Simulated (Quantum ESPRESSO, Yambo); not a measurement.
**SiC (P6_3mc): G0W0 in Yambo against the bands**

How does the gap of SiC (P6_3mc) converge in the bands?

Method: PBE and many-body steps on it, plane waves, in Yambo 5.3.0.

### Step 1. The starting structure

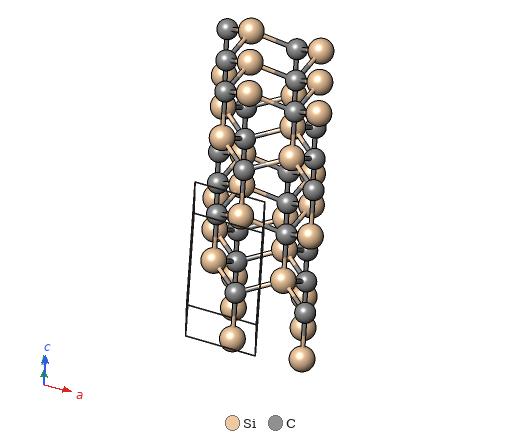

Start, viewed slightly off an axis; silicon light orange, carbon grey. 2×3×2 cells are drawn. Some periodic images of atoms are drawn too.

As a file:

```cif
data_structure
_symmetry_space_group_name_H-M 'P 1'
_symmetry_Int_Tables_number 1
_cell_length_a 3.0735
_cell_length_b 3.0735
_cell_length_c 5.0452
_cell_angle_alpha 90.000
_cell_angle_beta 90.000
_cell_angle_gamma 120.000
_cell_volume 41.27
loop_
_atom_site_label
_atom_site_type_symbol
_atom_site_fract_x
_atom_site_fract_y
_atom_site_fract_z
_atom_site_occupancy
Si1 Si 0.33333 0.66667 0.49960 1
Si2 Si 0.66667 0.33333 0.99960 1
C3 C 0.33333 0.66667 0.87540 1
C4 C 0.66667 0.33333 0.37540 1
```

The cell and positions are those that the Materials Project relaxed with its own functionals (PBE, PBE+U or r2SCAN), kept fixed.

### Step 2. 36 bands

This step: Yambo 5.3.0; G0W0 on PBE, plane waves, norm-conserving pseudopotentials.

Now the one-shot GW correction: screening in the RPA, then the self-energy of the levels asked for.

The input, gw1.in:

```
HF_and_locXC
gw0
dyson
ppa
em1d
rim_cut
RandQpts= 1000000
RandGvec= 1 RL
EXXRLvcs= 74 Ry
VXCRLvcs= 296 Ry
Chimod= "HARTREE"
% BndsRnXp
 1 | 36 |
%
NGsBlkXp= 15.5 Ry
% LongDrXp
 1 | 1 | 1 |
%
% GbndRnge
 1 | 36 |
%
DysSolver= "n"
ExtendOut
PPAPntXp= 27.21138 eV
% QPkrange
 1 | 1 | 7 | 10 |
 7 | 7 | 7 | 10 |
 4 | 4 | 7 | 10 |
%
```

On the command line:

```console
$ OMP_NUM_THREADS=1 mpirun -n 4 yambo -F gw1.in -J gw1 -C gw1 > gw1.log
```

Log:

```text
 Yambo, version 5.3.0

 [02] CORE Variables Setup
 =========================

  [... cell, symmetries and grids as in the set-up ...]

  [02.05] Energies & Occupations
  ==============================

  [X] === General ===
  [X] Electronic Temperature                        :  0.000000  0.000000 [eV K]
  [X] Bosonic    Temperature                        :  0.000000  0.000000 [eV K]
  [X] Finite Temperature mode                       : no
  [X] El. density                                   :  0.38765E+24 [cm-3]
  [X] Fermi Level                                   :  9.679822 [eV]

  [X] === Gaps and Widths ===
  [X] Conduction Band Min                           :  2.275274 [eV]
  [X] Valence Band Max                              :  0.000000 [eV]
  [X] Filled Bands                                  :   8
  [X] Empty Bands                                   :     9   495
  [X] Direct Gap                                    :  4.293375 [eV]
  [X] Direct Gap localized at k                     :   4
  [X] Indirect Gap                                  :  2.275274 [eV]
  [X] Indirect Gap between kpts                     :   1   7
  [X] Last valence band width                       :  3.841673 [eV]
  [X] 1st conduction band width                     :  3.637217 [eV]

 [03] Transferred momenta grid and indexing
 ==========================================

 IBZ Q-points                                      :  10
 BZ  Q-points                                      :   36

 K/Q-points units:
 rlu = crystal or reduced units; cc = cartesian coordinates; iku = interal k-units

 Q [ 1]         [rlu]:  0.000000  0.000000  0.000000
 Q [ 2]         [rlu]:  0.000000  0.000000  0.250000
 Q [ 3]         [rlu]:  0.000000  0.000000 -0.500000
 Q [ 4]         [rlu]:  0.13002E-17  0.33333       0.0000
 Q [ 5]         [rlu]:  0.13002E-17  0.33333      0.25000
 Q [ 6]         [rlu]:  0.13002E-17  0.33333     -0.50000
 Q [ 7]         [rlu]:  0.333333  0.333333  0.000000
 Q [ 8]         [rlu]:  0.333333  0.333333  0.250000
 Q [ 9]         [rlu]:  0.333333  0.333333 -0.500000
 Q [10]         [rlu]: -0.13002E-17 -0.33333      0.25000

 [04] Coloumb potential Random Integration (RIM)
 ===============================================

  [04.01] RIM initialization
  ==========================

  * Diagonal components only detected *

  8 x (sBL volume)        :  0.197901 [a.u.]
  sBZ random points       :  1000000
  Points outside the sBZ  :   7980387
  RL volume               :  0.890552 [a.u.]
  Integrated volume       :  0.892741 [a.u.]

  [04.02] RIM integrals
  =====================

  Gamma point sphere radius             :  0.105706 [a.u.]
  Points outside the sphere             :   813532
  [Int_sBZ(q=0) 1/q^2]*(Vol_sBZ)^(-1/3) =:  7.220554
                                 should be <:  7.795600

  Summary of Coulomb integrals for non-metallic bands |Q|[au] RIM/Bare

  Q [1] 0.100000E-4 0.926235 * Q [2] 0.164755 0.634104
  Q [3] 0.329510 0.865201 * Q [4] 0.416384 1.148315
  Q [5] 0.447794 1.092429 * Q [10] 0.447794 1.091223
  Q [6] 0.530992 1.025609 * Q [7] 0.721198 1.047178
  Q [8] 0.739778 1.040957 * Q [9] 0.792908 1.027150

 [05] Dipoles
 ============

  [05.01] Setup: observables and procedures
  =========================================

  [WARNING] [x,Vnl] slows the Dipoles computation. To neglect it rename the ns.kb_pp file

 [06] Dynamic Dielectric Matrix (PPA)
 ====================================

 [WR./gw1//ndb.pp]---------------------------------------------------------------
  Brillouin Zone Q/K grids (IBZ/BZ)                :   10   36   10   36
  RL vectors                                       :   3863 [WF]
  Coulomb cutoff potential                         : none
  Electronic Temperature                           :  0.000000 [K]
  Bosonic    Temperature                           :  0.000000 [K]
  PPA    diel. fun.  energies                      : Perdew, Burke & Ernzerhof(X)+Perdew, Burke & Ernzerhof(C)
  wavefunctions                                    : Perdew, Burke & Ernzerhof(X)+Perdew, Burke & Ernzerhof(C)
  Global Gauge                                     : length
  X matrix size                                    :   325
  X band range                                     :    1   36
  X e/h energy range                               : -1.000000 -1.000000 [eV]
  X Time ordering                                  : R
  X Hxc Kernel                                     : HARTREE
  X Drude frequency                                :  0.000000  0.000000
  X poles                                          :  100.0000 [o/o]
  RL vectors in the sum                            :   3863
  [r,Vnl] included                                 : yes
  Field direction                                  :  0.577350E-5  0.577350E-5  0.577350E-5
  BZ energy Double Grid                            : no
  BZ energy DbGd points                            : 0
  BZ Q point size factor                           : -1.000000
  X Optical Averaged directions                    : none

 [07] Local Exchange-Correlation + Non-Local Fock
 ================================================

 [VXC] Plane waves :  23897
 [EXS] Plane waves :  2997

 QP @ state[ 1 ] K range:  1  1
 QP @ state[ 1 ] b range:   7  10
 QP @ state[ 2 ] K range:   4   4
 QP @ state[ 2 ] b range:   7  10
 QP @ state[ 3 ] K range:   7   7
 QP @ state[ 3 ] b range:   7  10

 [xc] Functional : Perdew, Burke & Ernzerhof(X)+Perdew, Burke & Ernzerhof(C)
 [xc] LIBXC used to calculate xc functional
  PP Number of Atomic Species                      :  2
  NLCC RL compoments                               :  23897
  PP Number of Atomic Species                      :  2
  NLCC RL compoments                               :  23897

 [xc] E_xc :  -6.122893 [Ha]
      E_xc :  -12.24579 [Ry]

  Local XC kind (lXC) : Perdew, Burke & Ernzerhof(X)+Perdew, Burke & Ernzerhof(C)
  Non-Local XC kind (nlXC) : Hartree-Fock

  Corrections @ K [1] :  [eV]
 <7|nlXC|7> = -17.90070 -0.75369E-17 <7|lXC|7> = -15.07649 -0.37763E-15
 <8|nlXC|8> = -17.89996  0.23054E-17 <8|lXC|8> = -15.07649  0.18882E-15
 <9|nlXC|9> = -6.642601 -0.31287E-17 <9|lXC|9> = -12.10977  0.000000
 <10|nlXC|10> = -7.132412 -0.42845E-18 <10|lXC|10> = -12.77445  0.000000

  Corrections @ K [4] :  [eV]
 <7|nlXC|7> = -16.72897 -0.23772E-16 <7|lXC|7> = -13.77183  0.37763E-15
 <8|nlXC|8> = -17.81726  0.20993E-16 <8|lXC|8> = -14.66735 -0.94408E-16
[...]
Corrections @ K [7] :  [eV]
[...]
<8|nlXC|8> = -16.98770 -0.12933E-16 <8|lXC|8> = -13.15182  0.18882E-15
 <9|nlXC|9> = -5.496468 -0.35002E-19 <9|lXC|9> = -9.860270 -0.51630E-17
 <10|nlXC|10> = -6.335978 -0.19368E-18 <10|lXC|10> = -12.29223 -0.28323E-15

 [08] Dyson equation: Newton solver
 ==================================

  [08.01] G0W0 (W PPA)
  ====================

  [  GW  ] Bands range     :    1   36
  [GW/PPA] G damping       :  0.100000 [eV]

  QP @ state[ 1 ] K range:  1  1
  QP @ state[ 1 ] b range:   7  10
  QP @ state[ 2 ] K range:   4   4
  QP @ state[ 2 ] b range:   7  10
  QP @ state[ 3 ] K range:   7   7
  QP @ state[ 3 ] b range:   7  10

   Sc/G bands                                       :    1   36
   Sc/G damping                                     :  0.100000 ev
   Sc bands terminator                              : no
   Sx RL components                                 :  2997

   QP @ state[ 1 ] K range                          :  1  1
   QP @ state[ 1 ] b range                          :   7  10
   QP @ state[ 2 ] K range                          :   4   4
   QP @ state[ 2 ] b range                          :   7  10
   QP @ state[ 3 ] K range                          :   7   7
   QP @ state[ 3 ] b range                          :   7  10
   GF energies kind                                 : Perdew, Burke & Ernzerhof(X)+Perdew, Burke & Ernzerhof(C)
   GF WF`s kind                                     : Perdew, Burke & Ernzerhof(X)+Perdew, Burke & Ernzerhof(C)
   Xs energies kind                                 : Perdew, Burke & Ernzerhof(X)+Perdew, Burke & Ernzerhof(C)
   Xs WF`s kind                                     : Perdew, Burke & Ernzerhof(X)+Perdew, Burke & Ernzerhof(C)

 [11] Game Over & Game summary
```

It took 27 s on 4 MPI ranks of Arm Neoverse V1, shared host; peak memory 1.3 GiB.

Numbers from this step:

```yaml
g0w0_gap_on_the_points_computed: 2.792 eV
starting_gap_on_the_mesh: 2.275 eV
k_of_the_valence_top: 0, 0, 0
k_of_the_conduction_bottom: 0.3333, 0.3333, 0
least_direct_g0w0_gap_on_the_computed_points: 5.127 eV
z_at_the_valence_top: 0.8011
z_at_the_conduction_bottom: 0.8320
```

The gap on the mesh goes from 2.28 eV to 2.79 eV, a correction of +0.52 eV.

### Step 3. 68 bands

gw2.in, as its differences from gw1.in of step 2:

```diff
@@ -12,3 +12,3 @@
 % BndsRnXp
- 1 | 36 |
+ 1 | 68 |
 %
@@ -19,3 +19,3 @@
 % GbndRnge
- 1 | 36 |
+ 1 | 68 |
 %
```

On the command line:

```console
$ OMP_NUM_THREADS=1 mpirun -n 4 yambo -F gw2.in -J gw2 -C gw2 > gw2.log
```

Log:

```text
 Yambo, version 5.3.0

 [02] CORE Variables Setup
 =========================

  [... cell, symmetries and grids as in the set-up ...]

  [02.05] Energies & Occupations
  ==============================

  [X] === General ===
  [X] Electronic Temperature                        :  0.000000  0.000000 [eV K]
  [X] Bosonic    Temperature                        :  0.000000  0.000000 [eV K]
  [X] Finite Temperature mode                       : no
  [X] El. density                                   :  0.38765E+24 [cm-3]
  [X] Fermi Level                                   :  9.679822 [eV]

  [X] === Gaps and Widths ===
  [X] Conduction Band Min                           :  2.275274 [eV]
  [X] Valence Band Max                              :  0.000000 [eV]
  [X] Filled Bands                                  :   8
  [X] Empty Bands                                   :     9   495
  [X] Direct Gap                                    :  4.293375 [eV]
  [X] Direct Gap localized at k                     :   4
  [X] Indirect Gap                                  :  2.275274 [eV]
  [X] Indirect Gap between kpts                     :   1   7
  [X] Last valence band width                       :  3.841673 [eV]
  [X] 1st conduction band width                     :  3.637217 [eV]

 [03] Transferred momenta grid and indexing
 ==========================================

 IBZ Q-points                                      :  10
 BZ  Q-points                                      :   36

 K/Q-points units:
 rlu = crystal or reduced units; cc = cartesian coordinates; iku = interal k-units

 Q [ 1]         [rlu]:  0.000000  0.000000  0.000000
 Q [ 2]         [rlu]:  0.000000  0.000000  0.250000
 Q [ 3]         [rlu]:  0.000000  0.000000 -0.500000
[...]
E_xc :  -12.24579 [Ry]

  Local XC kind (lXC) : Perdew, Burke & Ernzerhof(X)+Perdew, Burke & Ernzerhof(C)
  Non-Local XC kind (nlXC) : Hartree-Fock

  Corrections @ K [1] :  [eV]
 <7|nlXC|7> = -17.90070 -0.75369E-17 <7|lXC|7> = -15.07649 -0.37763E-15
 <8|nlXC|8> = -17.89996  0.23054E-17 <8|lXC|8> = -15.07649  0.18882E-15
 <9|nlXC|9> = -6.642601 -0.31287E-17 <9|lXC|9> = -12.10977  0.000000
[...]
Corrections @ K [4] :  [eV]
[...]
Corrections @ K [7] :  [eV]
[...]
<9|nlXC|9> = -5.496468 -0.35002E-19 <9|lXC|9> = -9.860270 -0.51630E-17
 <10|nlXC|10> = -6.335978 -0.19368E-18 <10|lXC|10> = -12.29223 -0.28323E-15

 [08] Dyson equation: Newton solver
 ==================================

  [08.01] G0W0 (W PPA)
  ====================

  [  GW  ] Bands range     :    1   68
  [GW/PPA] G damping       :  0.100000 [eV]

  QP @ state[ 1 ] K range:  1  1
  QP @ state[ 1 ] b range:   7  10
  QP @ state[ 2 ] K range:   4   4
  QP @ state[ 2 ] b range:   7  10
  QP @ state[ 3 ] K range:   7   7
  QP @ state[ 3 ] b range:   7  10

   Sc/G bands                                       :    1   68
   Sc/G damping                                     :  0.100000 ev
   Sc bands terminator                              : no
   Sx RL components                                 :  2997

   QP @ state[ 1 ] K range                          :  1  1
   QP @ state[ 1 ] b range                          :   7  10
   QP @ state[ 2 ] K range                          :   4   4
   QP @ state[ 2 ] b range                          :   7  10
   QP @ state[ 3 ] K range                          :   7   7
   QP @ state[ 3 ] b range                          :   7  10
   GF energies kind                                 : Perdew, Burke & Ernzerhof(X)+Perdew, Burke & Ernzerhof(C)
   GF WF`s kind                                     : Perdew, Burke & Ernzerhof(X)+Perdew, Burke & Ernzerhof(C)
   Xs energies kind                                 : Perdew, Burke & Ernzerhof(X)+Perdew, Burke & Ernzerhof(C)
   Xs WF`s kind                                     : Perdew, Burke & Ernzerhof(X)+Perdew, Burke & Ernzerhof(C)

 [11] Game Over & Game summary
```

It took 51 s on 4 MPI ranks; peak memory 1.3 GiB.

This step gave:

* G0W0 gap on the points computed: 2.834 eV
* starting gap on the mesh: 2.275 eV
* k of the valence top: 0, 0, 0
* k of the conduction bottom: 0.3333, 0.3333, 0
* least direct G0W0 gap on the computed points: 5.129 eV
* Z at the valence top: 0.7977
* Z at the conduction bottom: 0.8289

Against the run before, the gap moves by +0.042 eV.

### Step 4. 131 bands

gw3.in, as its differences from gw2.in of step 3:

```diff
@@ -12,3 +12,3 @@
 % BndsRnXp
- 1 | 68 |
+ 1 | 131 |
 %
@@ -19,3 +19,3 @@
 % GbndRnge
- 1 | 68 |
+ 1 | 131 |
 %
```

On the command line:

```console
$ OMP_NUM_THREADS=1 mpirun -n 4 yambo -F gw3.in -J gw3 -C gw3 > gw3.log
```

Log:

```text
 Yambo, version 5.3.0

 [02] CORE Variables Setup
 =========================

  [... cell, symmetries and grids as in the set-up ...]

  [02.05] Energies & Occupations
  ==============================

  [X] === General ===
  [X] Electronic Temperature                        :  0.000000  0.000000 [eV K]
  [X] Bosonic    Temperature                        :  0.000000  0.000000 [eV K]
  [X] Finite Temperature mode                       : no
  [X] El. density                                   :  0.38765E+24 [cm-3]
[...]
QP @ state[ 2 ] b range                          :   7  10
   QP @ state[ 3 ] K range                          :   7   7
   QP @ state[ 3 ] b range                          :   7  10
   GF energies kind                                 : Perdew, Burke & Ernzerhof(X)+Perdew, Burke & Ernzerhof(C)
   GF WF`s kind                                     : Perdew, Burke & Ernzerhof(X)+Perdew, Burke & Ernzerhof(C)
   Xs energies kind                                 : Perdew, Burke & Ernzerhof(X)+Perdew, Burke & Ernzerhof(C)
   Xs WF`s kind                                     : Perdew, Burke & Ernzerhof(X)+Perdew, Burke & Ernzerhof(C)

 [11] Game Over & Game summary
```

The job ended after 95 s (4 MPI ranks; peak memory 1.4 GiB).

Numbers from this step:

| Quantity | Value |
| --- | --- |
| G0W0 gap on the points computed | 2.948 eV |
| starting gap on the mesh | 2.275 eV |
| k of the valence top | 0, 0, 0 |
| k of the conduction bottom | 0.3333, 0.3333, 0 |
| least direct G0W0 gap on the computed points | 5.202 eV |

Against the run before, the gap moves by +0.113 eV.

[end of part 1 of 2]

[Paths, hosts, dates, memory and timing lines, banners, echoed tables and standing remarks are left out of the program output.]

[Logs are printed without paths, hosts, clocks, repeated set-up lines and the standing remarks that a program may print on its own settings, such as how far it seeks lower states.]

[Runs of the session that timed out or met a known fault of the program may be left out.]

[Hosts, paths, dates, database ids (printed as entryN), source tags and the programs' standing remarks are cut or masked in the printed files.]
